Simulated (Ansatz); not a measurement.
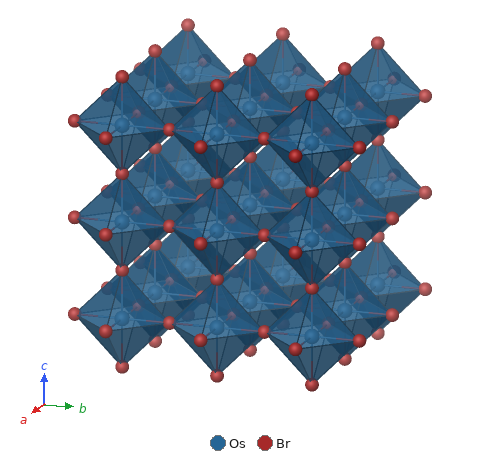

Polyhedra are drawn about Os (bonds: Br–Os below 2.8 Å); other atoms are plain spheres.

OsBr3 (space group Pm-3m, No. 221). Coordinates: the input geometry of an electronic-structure calculation (not necessarily at equilibrium); the starting structure was generated, so it need not be a known form of this composition.

Sharing among the drawn polyhedra:

```csv
site,polyhedron,corner-sharing neighbours,edge-sharing,face-sharing,bond (Å)
Os,OsBr6 octahedron,6,0,0,2.51
```

They form a three-dimensional framework of corner-sharing octahedra.
